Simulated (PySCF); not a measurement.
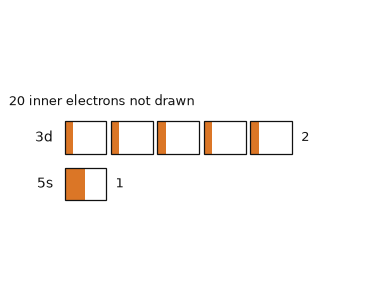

The outer shells of the nominal configuration: a box for each of the 2l + 1 orbitals, shaded by the share of the shell that is filled, with the electron count at the right.

**Atomic calculation for V**

- system: V, configuration 1s2 2s2 2p6 3s2 3p6 3d2 4s2 5s1, multiplicity 4.
- method: unrestricted HSE06, aug-cc-pVDZ, non-relativistic, point nucleus (PySCF)

**The program's output (extracts)**
```
damping factor = 0
level_shift factor = 0
DIIS = <class 'pyscf.scf.diis.CDIIS'>
diis_start_cycle = 1
diis_space = 10
diis_damp = 0
SCF conv_tol = 1e-09
SCF conv_tol_grad = None
number electrons alpha = 13  beta = 10
XC functionals = HSE06
    J. Heyd, G. E. Scuseria, and M. Ernzerhof.,  J. Chem. Phys. 118, 8207 (2003)
    J. Heyd, G. E. Scuseria, and M. Ernzerhof.,  J. Chem. Phys. 124, 219906 (2006)
    A. V. Krukau, O. A. Vydrov, A. F. Izmaylov, and G. E. Scuseria.,  J. Chem. Phys. 125, 224106 (2006)
cycle= 1 E= -943.369127821289  delta_E= -0.00431  |g|= 0.00624  |ddm|= 1.55
cycle= 2 E= -943.36917305834  delta_E= -4.52e-05  |g|= 0.00159  |ddm|= 0.232
cycle= 3 E= -943.369175850781  delta_E= -2.79e-06  |g|= 0.000521  |ddm|= 0.0516
cycle= 4 E= -943.369176166444  delta_E= -3.16e-07  |g|= 4.52e-05  |ddm|= 0.0161
cycle= 5 E= -943.369176187192  delta_E= -2.07e-08  |g|= 3.38e-06  |ddm|= 0.00641
cycle= 6 E= -943.369176187277  delta_E= -8.46e-11  |g|= 2.92e-07  |ddm|= 0.000388
converged SCF energy = -943.369176187277  <S^2> = 3.7515556  2S+1 = 4.0007777
```

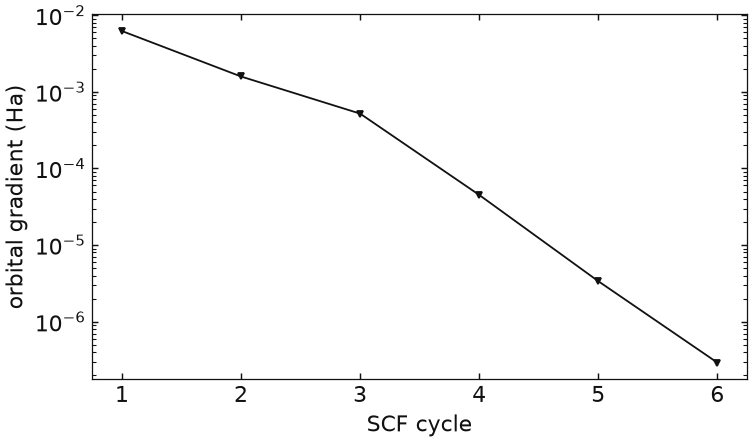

Convergence: orbital gradient against the SCF cycle. The residual falls at every step. It goes from 0.0062 to 2.9×10⁻⁷ in 6 steps.

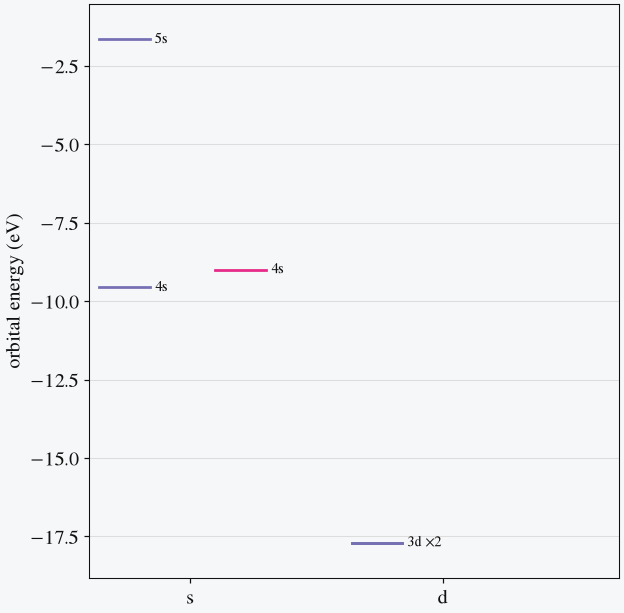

Orbital energies of the mean field, from the top down to −17.7 eV, by angular momentum, α spin at the left of each column and β at the right; ×n counts the orbitals under one label. Empty levels that the record names by l alone aren't drawn. The highest filled orbital is 5s α at −1.66 eV, the lowest empty one d α at −12.7 eV.

**Input**
```python
from pyscf import gto, scf, dft, mp, cc
import basis_set_exchange as bse
mol = gto.M(atom="V 0 0 0", charge=0, spin=3, symmetry="D2h",
            basis=gto.basis.parse(bse.get_basis("aug-cc-pVDZ", elements=["V"], fmt="nwchem")))
mf = dft.UKS(mol, xc="HSE06")
mf.irrep_nelec = {'Ag': (6, 4), 'B1g': (1, 0), 'B1u': (2, 2), 'B2u': (2, 2), 'B3u': (2, 2)}
mf.kernel()
```

The script is an equivalent of what the driver set up; the driver started from orbitals of its own, so the log can be shorter than this script's would be, and it computed the properties (radii, ⟨L²⟩, response) afterwards. It held the occupations shell by shell, which the script's counts by irreducible representation don't always enforce.

**Results in brief**

| quantity | value |
| --- | --- |
| outcome | converged |
| total energy | −943.369176 hartree |
| kinetic energy | 941.600364 hartree |
| ⟨S²⟩ | 3.752 |
| ⟨L²⟩ | 12.01 |
| SCF iterations | 6 |
| hardware | 1 CPU thread, shared host |
| CPU time | 3 s (integrals apart) |

**Remarks**

The driver held the occupations shell by shell, and empty d and p levels lie below the filled 5s. The script shown fixes the counts by irreducible representation only, so by itself it can fall to another configuration. This is not the ground configuration of the species.
